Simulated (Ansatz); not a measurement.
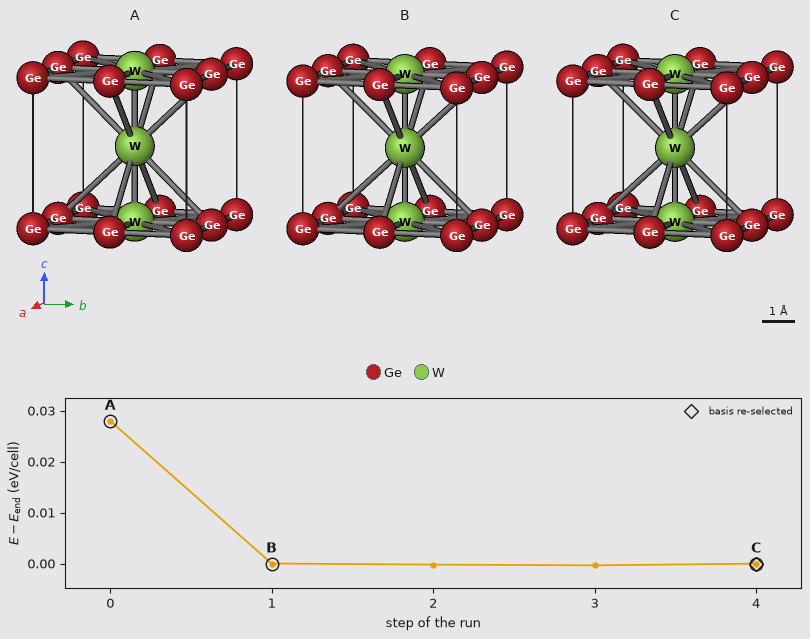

Frames of a relaxation of crystalline Ge₃W₂ (a generated structure, set up in P4/mmm), marked on the history of the run. A ball-and-stick model of the cell of the calculation, seen slightly off an axis.

Method: DFT PBE, scalar-relativistic, plane waves, PAW (Ansatz 0.2.0).

Input file:
```yaml
crystal:
  lattice:
    - [5.1698849069, 0.0, 0.0]
    - [0.0, 5.1698849069, 0.0]
    - [0.0, 0.0, 4.8787271157]
  atoms:
    - { symbol: Ge, position: [0.0, 0.5, 0.0] }
    - { symbol: Ge, position: [0.5, 0.0, 0.0] }
    - { symbol: Ge, position: [0.0, 0.0, 0.0] }
    - { symbol: W, position: [0.5, 0.5, 0.5] }
    - { symbol: W, position: [0.5, 0.5, 0.0] }
basis:
  ecutwfc: 420
kpoints:
  mp_grid: { grid: [8, 8, 8] }
hamiltonian:
  xc: pbe
scf:
  occupations: { method: gaussian, width: 0.1 }
output:
  forces: true
  stress: true
  eigenvalues: true
relax:
  adjacent_minimum: "off"
  f_tol: 0.01
  max_steps: 80
  cell: { stress_tol: 0.05 }
```

Command:
```bash
ansatz run input.yaml --threads 1 --pin off --max-ram 2560MiB --backend cpu --events-out ev --progress --plain --runs-dir out
```

What happens along the run?

Over 3 accepted moves (4 points after the start) the energy falls by 28.0 meV per cell of the calculation. All forces vanish by symmetry, so only the cell relaxes. The pressure goes from −0.81 to 0.00 GPa. The SCF was repeated once at an unchanged geometry on a basis and grid sized afresh for the cell, which shifted the energy by 0.3 meV per cell of the calculation at most. No atom moves by more than 0.005 Å relative to the cell. Cell: a = b 5.170 → 5.189 Å (+0.4 %), c 4.879 → 4.775 Å (−2.1 %). Volume −1.4 %. Near-neighbour distances that change, for instance: W4–W5 2.439 → 2.387 Å, Ge1–W4 3.554 → 3.526 Å, Ge3–W5 3.656 → 3.669 Å, Ge1–Ge3 2.585 → 2.595 Å. The space group stays P4/mmm (No. 123). From step 0 to 1: volume −1.7 %, energy −28.0 meV per cell of the calculation. From step 1 to 4: volume +0.4 %, energy 0.0 meV per cell of the calculation.

```csv
step,"E − E(0), meV/atom","pressure, GPa","volume, Å³/atom",note
0,0.00,-0.81,26.079,
1,-5.60,0.27,25.624,
2,-5.64,-0.12,25.759,
3,-5.67,0.00,25.717,
4,-5.60,0.00,25.717,"same geometry, new basis"
```
